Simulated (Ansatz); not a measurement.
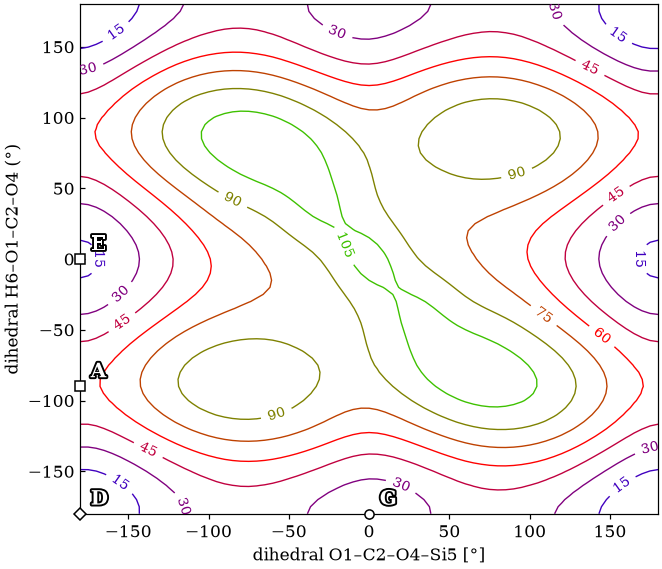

CH₄O₂SeSi, SMILES OC(=[Se])O[SiH3]. 
- The first coordinate is: dihedral O1–C2–O4–Si5; the second: dihedral H6–O1–C2–O4.
- Nothing is relaxed (all other coordinates rigid).
- The scan uses a 12 × 12 grid.
- Points are written as (first, second).
- All energies are given in kJ/mol relative to the lowest grid point.
- The calculation used RKS PBE0-D4/def2-SVP (Ansatz).

The picture shows contour lines labelled in kJ/mol, lettered points. Between grid points the surface is interpolated.

Is E the lowest point of the computed grid?

No. E lies 13 kJ/mol above the lowest grid point, which is at (−180°, −180°). It is a local minimum.

Rank the lettered points by energy, lowest first.

D (0 kJ/mol), E (13 kJ/mol), G (21 kJ/mol), A (58 kJ/mol).
